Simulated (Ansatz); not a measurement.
Cost and result by functional for the surface energy of the (210) surface of bcc V in its 1x1 cell, outermost plane spacing 0.67 Å in the ideal cut, in Ansatz (plane waves, PAW). Single points on the PBE structure, on one kind of machine; costs are rough ratios of the slab run's core time (references not counted) to the cheapest single point. r2SCAN's cost holds its higher cutoff (500 against 420 eV). Differences are taken against r2SCAN for comparison alone: no measured value is at hand, so the table doesn't rank accuracy.

Set-up: 16 atoms, 10.1 Å thick at the start (thin: gaps and levels are the slab's own); mesh 13x6x1; 0.1 eV smearing; dipole correction on; all atoms relaxed; symmetry of the start imposed; no spin, no spin-orbit, no U. These notes are the PBE run's.

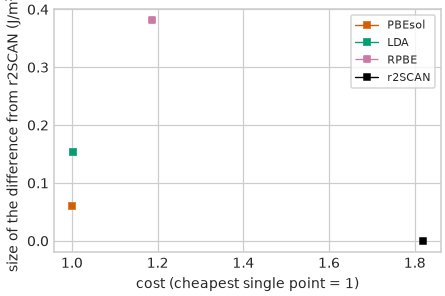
Fig. 1. Difference from r2SCAN against cost

| functional | relative cost | surface energy (J/m²) | less r2SCAN (J/m²) |
|---|---|---|---|
| PBEsol | 1 | 2.78 | 0.06 |
| LDA | 1 | 2.88 | 0.15 |
| RPBE | 1 | 2.34 | -0.38 |
| r2SCAN | 2 | 2.72 | 0.00 |
| PBE (the relaxed run's value) | – | 2.52 | -0.20 |

The values span 0.54 J/m², while the single points' costs differ by a factor of roughly 2. Differences are of unrounded values.

Ansatz is a first-principles code.
